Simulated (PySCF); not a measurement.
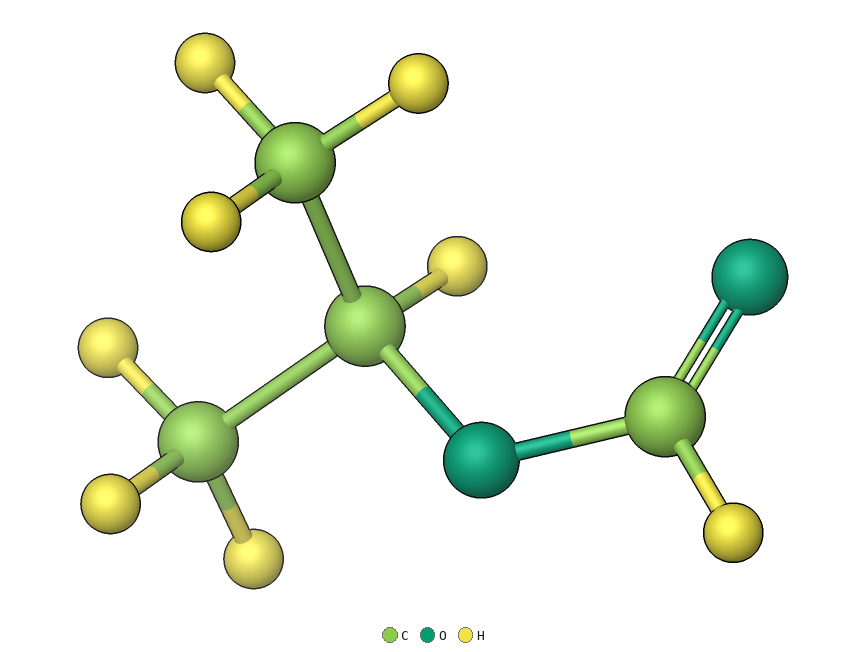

Rendered structure (ball-and-stick style). Multiple sticks mark multiple bonds (one Kekulé form).

The computed structure is the end point of a GFN2-xTB optimisation. No frequency run is at hand to confirm it as a minimum.

Identify the structure.

The molecule is C₄H₈O₂. As SMILES it reads `CC(C)OC=O`. It has no ring. Among its groups: ester. This geometry has C1 symmetry. Coordination: 3 C tetrahedral; 1 O bent; 1 C trigonal planar.

The parts below concern this one geometry. Atoms keep their numbers from picture to picture.

### NMR shielding

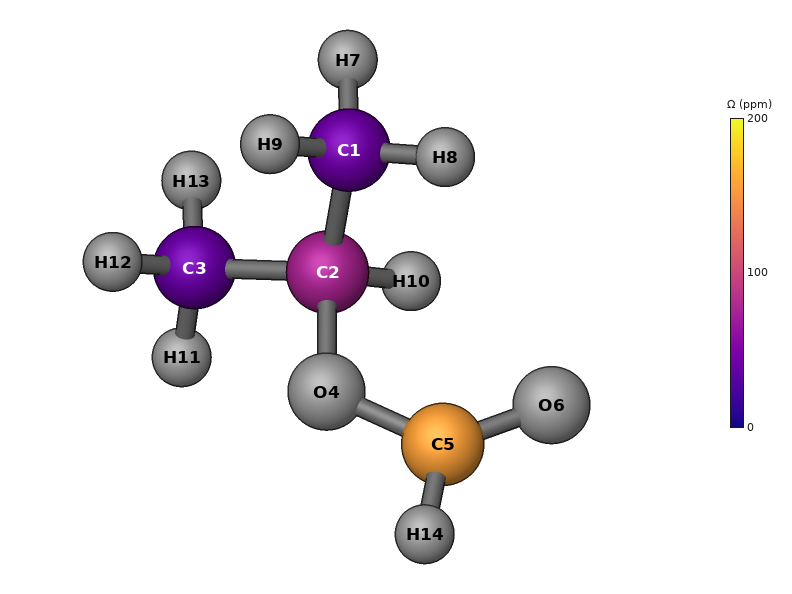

The C atoms are coloured by the span of their shielding tensor. No frequency run is at hand to confirm it as a minimum. Properties computed with GIAO PBE0/pcSseg-1 NMR shielding, non-relativistic, gas phase (PySCF 2.14.0). Principal shieldings σ11 ≤ σ22 ≤ σ33, span Ω = σ33 − σ11, skew κ = 3(σiso − σ22)/Ω.

Question: Which C atom has the most anisotropic shielding?

Answer: C5, with a span of 157 ppm.

Give the shielding tensors of the C atoms.

| atom | σ11 | σ22 | σ33 | σiso | Ω | κ |
| --- | --- | --- | --- | --- | --- | --- |
| C1 | 144.7 | 159.0 | 187.2 | 163.6 | 42.6 | 0.32 |
| C2 | 79.2 | 116.2 | 156.4 | 117.3 | 77.2 | 0.04 |
| C3 | 146.3 | 156.7 | 186.7 | 163.2 | 40.4 | 0.49 |
| C5 | −80.5 | 69.0 | 76.5 | 21.7 | 156.9 | −0.91 |

Shieldings and span in ppm.

### Charges

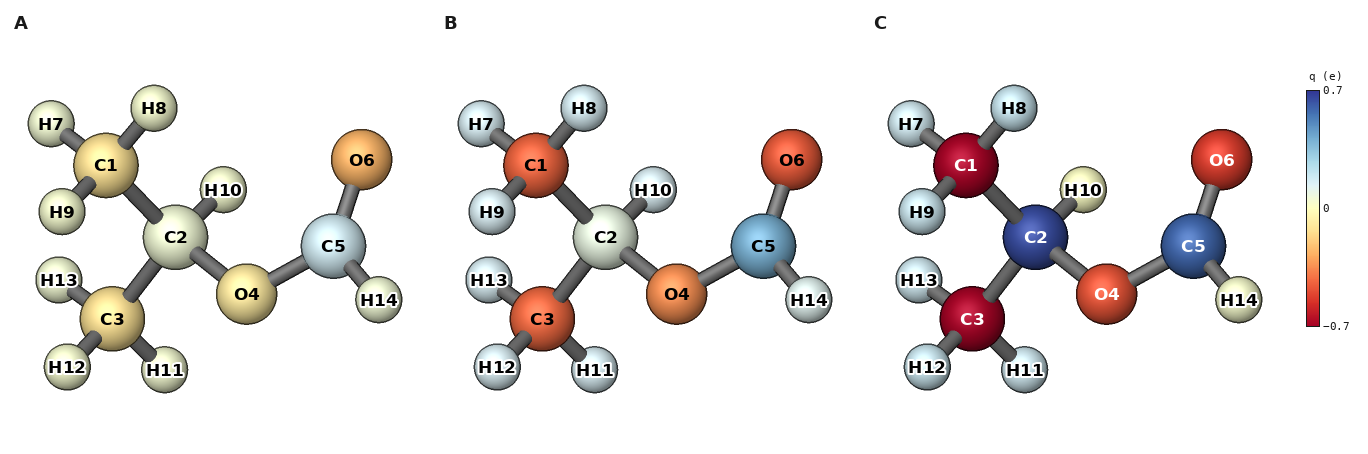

Atomic charges of one calculation by 3 schemes, on one colour scale. No frequency run is at hand to confirm it as a minimum. Computed with PBE0/pcSseg-1 (PySCF 2.14.0).

Question: The schemes are ESP-fitted, Hirshfeld, IAO. Which panel shows which?

Answer: A Hirshfeld, B IAO, C ESP-fitted.

List the charges (e), one line for each set of equivalent atoms.

```csv
atom,Hirshfeld,IAO,ESP-fitted
C1,−0.12,−0.43,−0.68
C2,0.06,0.09,0.65
C3,−0.12,−0.42,−0.68
O4,−0.09,−0.34,−0.47
C5,0.17,0.40,0.59
O6,−0.26,−0.46,−0.53
H7,0.05,0.15,0.17
H8,0.04,0.16,0.19
H9,0.04,0.14,0.19
H10,0.04,0.15,0.02
H11,0.04,0.15,0.17
H12,0.04,0.15,0.19
H13,0.05,0.15,0.17
H14,0.06,0.12,0.03
```

### Electronic properties

No frequency run is at hand to confirm it as a minimum. Level of theory: PBE0/def2-SVPD, gas phase (PySCF 2.14.0). Excitations: vertical, linear response.

Question: Estimate the LUMO energy (Kohn–Sham orbital).

Answer: 0.11 eV.

Question: What is the lowest vertical singlet excitation?

Answer: 5.96 eV.

Question: Estimate the brightest of the 6 lowest singlets.

Answer: 8.14 eV.

Question: What is the mean static polarisability?

Answer: 56.8 bohr³.
